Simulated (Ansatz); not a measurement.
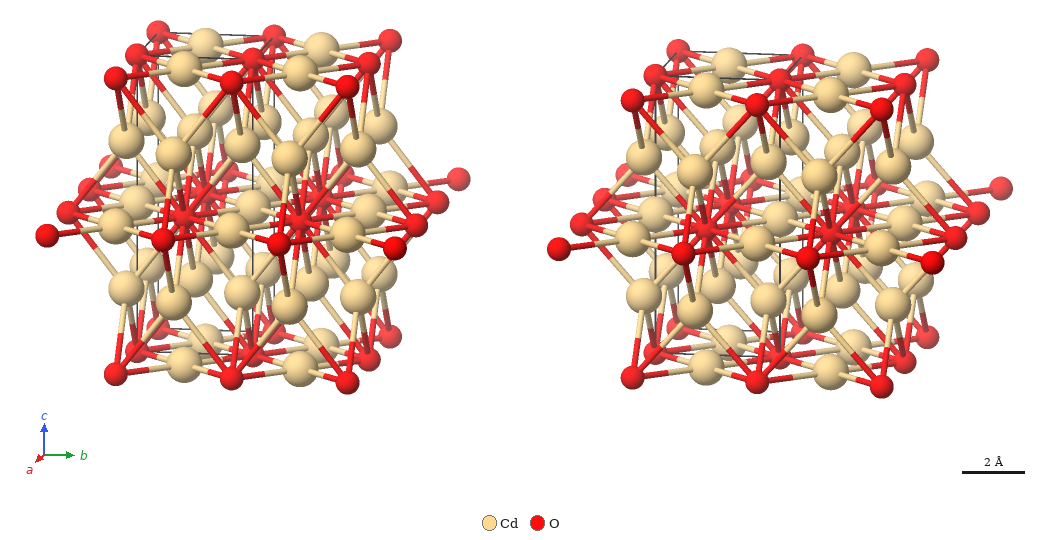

Two geometries of crystalline Cd3O (built on the TiAl3 (D0_22)_139 type) (coarse preliminary run), drawn at one scale. One is the start of a relaxation, the other its converged end. A ball-and-stick model of the conventional cell (2 times the calculation's cell), repeated 2 × 2 × 1 with one cell outlined, seen slightly off an axis. Lengths and directions refer to the drawn axes.

These are results of DFT PBE, scalar-relativistic, plane waves, PAW in Ansatz 0.2.0, not measurements. Settings: plane-wave cutoff 420 eV; k-point mesh 6 × 6 × 6; occupations gaussian; smearing width 0.1 eV; no spin polarisation; cell and atoms relaxed; force threshold 0.04 eV/Å; at most 70 steps.

Question: Which geometry has the lower energy?

Answer: The left one is the relaxed one. Case: TiAl3 (D0_22) type (I4/mmm, No. 139). The energy falls by 39.8 meV per atom in 5 accepted moves (6 points after the start). All forces vanish by symmetry, so only the cell relaxes. Pressure: −4.86 GPa at the start and −0.01 GPa at the end. The SCF was repeated once at an unchanged geometry on a basis and grid sized afresh for the cell, which shifted the energy by 0.1 meV per atom at most. The atoms keep their places relative to the cell (all moves are under 0.005 Å). The drawn cell changes as follows: a = b 4.144 → 3.856 Å (−6.9 %), c 9.256 → 9.880 Å (+6.7 %); the volume changes by −7.6 %. Near-neighbour distances that change, for instance: Cd–O 2.930 → 2.727 Å, Cd–Cd 2.930 → 2.727 Å, Cd–O 3.106 → 3.133 Å. The space group stays I4/mmm (No. 139).
